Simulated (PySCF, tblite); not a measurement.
# CHF₂O₃S radical: geometry, infrared bands and EPR parameters

Aim: predict the infrared bands and EPR parameters of CHF₂O₃S radical (`O=S(=O)(O)[C](F)F`).

The runs use tblite 0.8.0 and PySCF 2.14.0, with density-fitted response routines of our own; the level of theory stands in each step. All values are computed, except where a source is named. Atoms are numbered from 0 throughout.

## Step 1: The molecule as given

8 atoms, charge 0, multiplicity 2; geometry from: force field or distance geometry start.

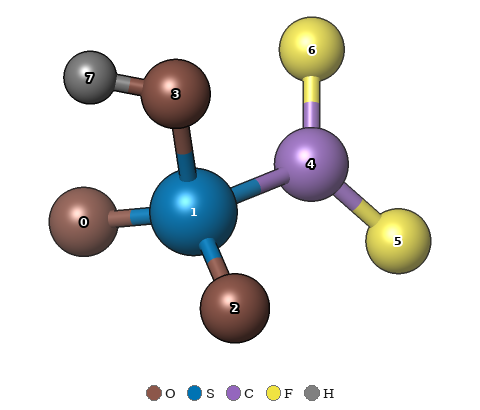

As it starts; oxygen brown, sulfur blue, carbon purple, fluorine yellow, hydrogen grey, atoms numbered.

## Step 2: Geometry optimisation with GFN2-xTB

Job settings and geometry (Å):

```
{"job": {"kind": "relax", "xc": "GFN2-xTB", "basis": "xTB"}, "charge": 0, "multiplicity": 2}
O     -1.314900    -0.348600    -1.092400
S     -0.599600    -0.082300     0.123800
O     -1.165700    -0.396400     1.427100
O     -0.320200     1.513600     0.106500
C      1.029000    -0.694200     0.028700
F      1.396400    -1.797600     0.706500
F      1.926300    -0.097400    -0.807500
H     -0.942300     1.912500    -0.517300
```

Launch:

```sh
$ OMP_NUM_THREADS=1 python probes_run.py task.json out
```

The driver reads the jobs from task.json and runs them one after another.

The program printed:

```text
step      E/eV     max force
  0    -746.78195    2.602
  1    -746.90741    1.758
  2    -746.94154    0.947
  3    -746.96643    0.533
  4    -746.98530    0.495
  5    -746.99409    0.529
  6    -747.01005    0.580
  7    -747.03346    0.705
  8    -747.05614    0.775
  9    -747.08819    0.557
 10    -747.10453    0.407
 11    -747.11744    0.430
 12    -747.12960    0.521
 13    -747.15120    0.621
 14    -747.17481    0.791
 15    -747.19902    0.532
 16    -747.21024    0.245
 17    -747.21352    0.175
 18    -747.21722    0.216
 19    -747.21916    0.158
 20    -747.22028    0.113
 21    -747.22095    0.103
 22    -747.22167    0.133
 23    -747.22270    0.140
 24    -747.22367    0.092
 25    -747.22449    0.102
 26    -747.22517    0.086
 27    -747.22600    0.124
 28    -747.22716    0.152
 29    -747.22874    0.152
 30    -747.23036    0.157
 31    -747.23173    0.132
 32    -747.23198    0.260
 33    -747.23338    0.100
 34    -747.23400    0.073
 35    -747.23496    0.061
 36    -747.23528    0.060
 37    -747.23583    0.072
 38    -747.23667    0.084
 39    -747.23781    0.100
 40    -747.23856    0.061
 41    -747.23884    0.045
 42    -747.23897    0.036
 43    -747.23910    0.034
 44    -747.23922    0.034
 45    -747.23932    0.034
 46    -747.23938    0.080
 47    -747.23944    0.050
 48    -747.23956    0.020
 49    -747.23970    0.031
 50    -747.23987    0.038
 51    -747.23995    0.025
 52    -747.23997    0.011
 53    -747.23998    0.011
 54    -747.23999    0.014
 55    -747.24003    0.029
 56    -747.24010    0.052
 57    -747.24027    0.082
 58    -747.24059    0.105
 59    -747.24096    0.084
 60    -747.24133    0.053
 61    -747.24152    0.041
 62    -747.24164    0.040
 63    -747.24183    0.029
 64    -747.24200    0.015
 65    -747.24205    0.038
 66    -747.24207    0.016
 67    -747.24208    0.011
 68    -747.24209    0.006
```

It took 0.28 s on 1 thread of Arm Neoverse V1, shared host.

Relaxation path: (not every step is listed)

| step | energy from step 0 (eV) | largest force (eV/Å) |
| --- | --- | --- |
| 0 | 0.0000 | 2.6019 |
| 1 | -0.1255 | 1.7584 |
| 2 | -0.1596 | 0.9468 |
| 3 | -0.1845 | 0.5332 |
| 4 | -0.2034 | 0.4953 |
| 5 | -0.2121 | 0.5286 |
| 6 | -0.2281 | 0.5797 |
| 7 | -0.2515 | 0.7053 |
| 8 | -0.2742 | 0.7755 |
| 13 | -0.3692 | 0.6210 |
| 18 | -0.4353 | 0.2156 |
| 23 | -0.4407 | 0.1397 |
| 28 | -0.4452 | 0.1516 |
| 33 | -0.4514 | 0.0999 |
| 38 | -0.4547 | 0.0837 |
| 43 | -0.4571 | 0.0344 |
| 48 | -0.4576 | 0.0198 |
| 53 | -0.4580 | 0.0107 |
| 58 | -0.4586 | 0.1046 |
| 63 | -0.4599 | 0.0289 |
| 64 | -0.4600 | 0.0152 |
| 65 | -0.4601 | 0.0381 |
| 66 | -0.4601 | 0.0158 |
| 67 | -0.4601 | 0.0108 |
| 68 | -0.4601 | 0.0059 |

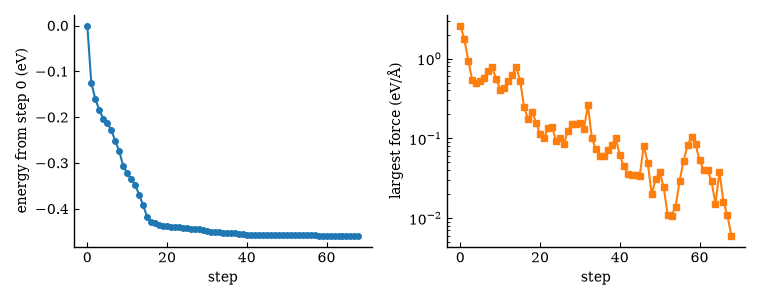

Energy and force, step by step.

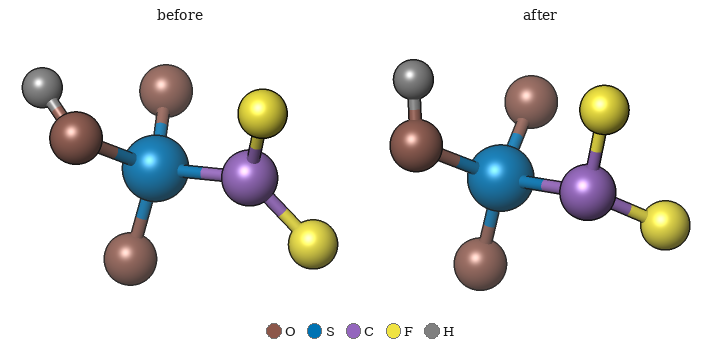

Before and after, at one scale.

Distances of close pairs at the start and the end, largest changes first:

| bond | before (Å) | after (Å) | change (Å) |
| --- | --- | --- | --- |
| S1–C4 | 1.742 | 1.830 | +0.088 |
| S1–O2 | 1.455 | 1.413 | -0.042 |
| S1–O3 | 1.620 | 1.584 | -0.036 |
| C4–F6 | 1.364 | 1.333 | -0.031 |
| C4–F5 | 1.346 | 1.324 | -0.022 |
| O0–S1 | 1.436 | 1.429 | -0.007 |
| O3–H7 | 0.967 | 0.960 | -0.007 |

The next job starts from the end point, and lists it.

## Step 3: Infrared spectrum with GFN2-xTB

Job settings and geometry (Å):

```
{"job": {"kind": "ir", "xc": "GFN2-xTB", "basis": "xTB"}, "charge": 0, "multiplicity": 2}
O     -1.127805    -0.514735    -1.012645
S     -0.640678    -0.053188     0.248678
O     -1.247493    -0.449513     1.461350
O     -0.541611     1.527204     0.199383
C      1.139036    -0.480610     0.272345
F      1.308641    -1.788203     0.393271
F      1.671967    -0.081589    -0.882043
H     -0.553001     1.850047    -0.704904
```

The program printed:

```text
mode    cm-1     km/mol
  1      38.1      1.50
  2     130.2      9.81
  3     169.9      8.18
  4     264.8     75.96
  5     285.0      4.41
  6     327.4     12.96
  7     394.5     30.48
  8     442.3     93.57
  9     478.0     56.32
 10     498.0    185.21
 11     657.6     97.71
 12     767.0    267.40
 13     871.2    272.03
 14    1113.2    313.89
 15    1142.0    155.31
 16    1187.4    136.87
 17    1317.3    488.09
 18    3566.7     76.15
```

Run time: 0.17 s. Hardware: 1 thread of Arm Neoverse V1, shared host.

Which atoms move in the most intense modes:

| cm⁻¹ | km/mol | atoms |
| --- | --- | --- |
| 498 | 185.2 | F5 22 %, F6 22 %, S1 20 %, C4 12 % |
| 658 | 97.7 | C4 45 %, S1 24 % |
| 767 | 267.4 | O3 48 %, S1 34 %, H7 11 % |
| 871 | 272.0 | H7 72 %, O3 22 % |
| 1113 | 313.9 | O0 41 %, O2 22 %, S1 20 % |
| 1142 | 155.3 | C4 65 %, F6 26 % |
| 1187 | 136.9 | C4 55 %, F5 26 % |
| 1317 | 488.1 | S1 44 %, O2 40 %, O0 15 % |

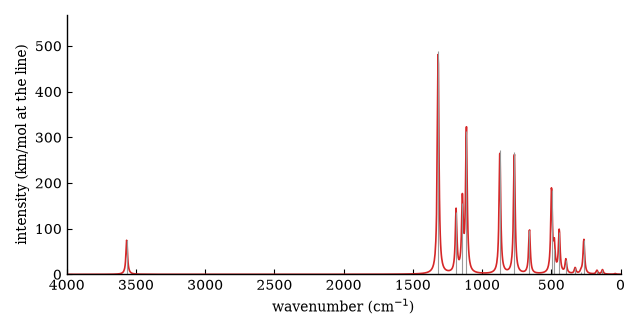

The infrared spectrum from these modes, unscaled. Lines are broadened to a width of 14 cm⁻¹ (Lorentzian).

## Step 4: EPR parameters: B3LYP/pcH-1

Settings changed since step 3:

```diff
@@ -1,2 +1,2 @@
-{"job": {"kind": "ir", "xc": "GFN2-xTB", "basis": "xTB"}, "charge": 0, "multiplicity": 2}
+{"job": {"kind": "epr", "basis": "pcH-1"}, "charge": 0, "multiplicity": 2}
 O     -1.127805    -0.514735    -1.012645
```

Method: UKS B3LYP, pcH-1 on C F H O S, non-relativistic, mean-field spin-orbit, GIAO.

The program printed:

```text
UKS, coarse grid
  cycle   1  E = -861.71153328  |g| = 1.09e+00
  cycle   2  E = -859.68950781  |g| = 2.46e+00
  cycle   3  E = -862.05510450  |g| = 3.66e-01
  cycle   4  E = -862.10653098  |g| = 1.41e-01
  cycle   5  E = -862.11137288  |g| = 6.53e-02
  cycle   6  E = -862.11291444  |g| = 1.34e-02
  cycle   7  E = -862.11297786  |g| = 5.44e-03
  cycle   8  E = -862.11298449  |g| = 3.67e-03
  cycle   9  E = -862.11298961  |g| = 1.03e-03
  cycle  10  E = -862.11299053  |g| = 4.59e-04
UKS, final grid
  cycle   1  E = -862.11298639  |g| = 7.95e-04
  cycle   2  E = -862.11298589  |g| = 1.50e-03
  cycle   3  E = -862.11298658  |g| = 1.31e-04
  cycle   4  E = -862.11298659  |g| = 2.37e-05
E = -862.11298659 Eh   <S^2> = 0.7524 (exact 0.7500)
g shifts (ppm)      1          2          3
  rmc          -271       -271       -271
  gc             12         25         13
  oz_so        -355       2624       2825
  total        -614       2378       2567
hyperfine (MHz)  atom isotope    a_iso     a_fc   dipolar eigenvalues
    0   17O      -4.65      -4.60    -26.98     13.25     13.72
    1   33S      53.88      53.99     -6.39     -5.32     11.71
    2   17O       0.50       0.48     -4.46      1.68      2.78
    3   17O       2.34       2.32     -2.11      0.86      1.25
    4   13C     517.16     517.13    -69.50    -69.37    138.87
    5   19F     206.20     204.90   -236.95   -217.91    454.86
    6   19F     203.37     202.04   -221.67   -202.01    423.68
    7    1H      -0.61      -0.60     -2.47     -1.73      4.20
```

Run time: 34 s. Hardware: 1 thread of Arm Neoverse V1, shared host; peak memory 0.72 GiB.

Principal g values 2.00171, 2.00470, 2.00489; g(iso) = 2.00376, against 2.00232 for a free electron.

Hyperfine couplings; where a row names several nuclei, a(iso) is their mean (it holds for fast rotation or exchange) and the dipolar term the largest among them:

| nuclei | isotope | a(iso) (MHz) | a(iso) (G, at g = 2.0023) | largest dipolar term (MHz) |
| --- | --- | --- | --- | --- |
| C4 | 13C | 517.2 | 184.5 | 138.9 |
| F5, F6 | 19F | 204.8 | 73.1 | 454.9 |
| S1 | 33S | 53.9 | 19.2 | 11.7 |
| O3 | 17O | 2.3 | 0.8 | -2.1 |
| O0, O2 | 17O | -2.1 | -0.7 | -27.0 |
| H7 | 1H | -0.6 | -0.2 | 4.2 |

Mulliken spin populations:

| atom | value (e) |
| --- | --- |
| O0 | 0.07 |
| S1 | 0.02 |
| O2 | 0.01 |
| O3 | 0.00 |
| C4 | 0.77 |
| F5 | 0.07 |
| F6 | 0.06 |
| H7 | 0.00 |

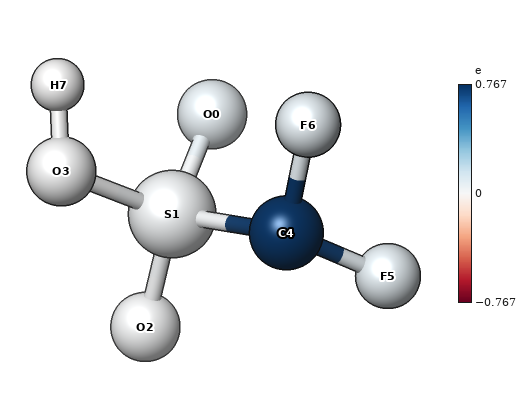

Mulliken spin populations, as colours on the atoms.

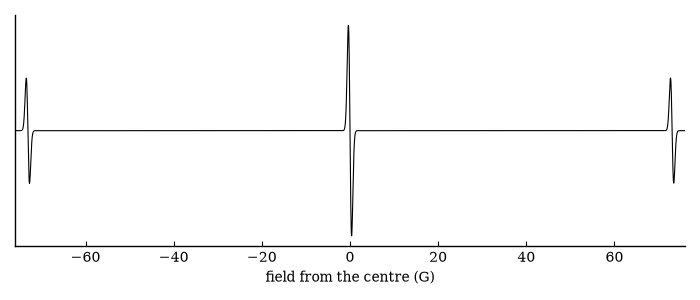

First-order isotropic spectrum (first derivative, main isotopes with spin only, couplings over 0.8 MHz, Gaussian width 0.4 G; couplings of the frozen geometry, rotation of groups not averaged beyond the rows shown).

Orbitals, density, ELF and potential are computed afterwards from the orbital file.

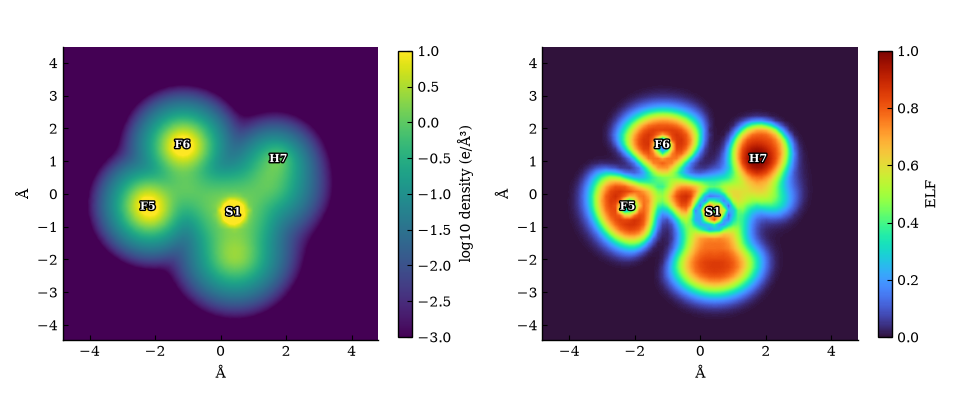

Density (left) and ELF (right) in a plane through or near 4 of the atoms.

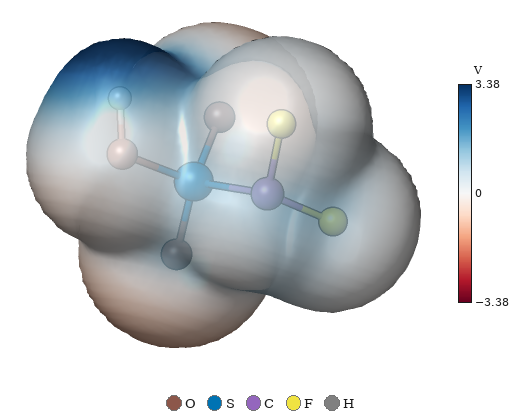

Electrostatic potential on the surface of density 0.002 e/bohr³; red is low, blue high. It runs from -1.13 V near O2 to 3.38 V near H7.

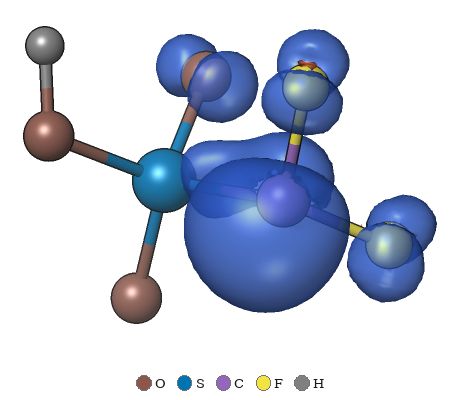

Spin density at ±0.05 e/Å³ (alpha excess blue, beta excess red).

## Step 5: Outcome

```
                                                                  quantity                  value
                                 strongest single infrared mode (GFN2-xTB)  1317 cm⁻¹, 488 km/mol
                                              zero-point energy (GFN2-xTB)          19.5 kcal/mol
                                                            g(iso) (B3LYP)                2.00376
                                                                      ⟨S²⟩     0.752 (exact 0.75)
                                        largest a(iso) (averaged by class)   13C on C4, 517.2 MHz
potential on the surface of density 0.002 e/bohr³, 1st and 99th percentile     -1.13 V and 3.38 V
```

What this shows: The optimisation took 68 steps and gained 0.460 eV; among the close pairs (by a distance rule), S1–C4 changed most, from 1.742 to 1.830 Å. No mode is imaginary among the 18: a minimum at this level. The strongest single mode, at 1317 cm⁻¹, moves mainly S1 and O2. GFN2-xTB is a fitted tight-binding method: band positions and strengths are rough. Its intensities can rank the bands wrongly. Most of the unpaired spin sits on C4 (0.77 e). The isotropic g lies 1.4 ppt above the free-electron value. The conformer search found further structures of the same energy, which may be mirror or relabelled copies of this one.
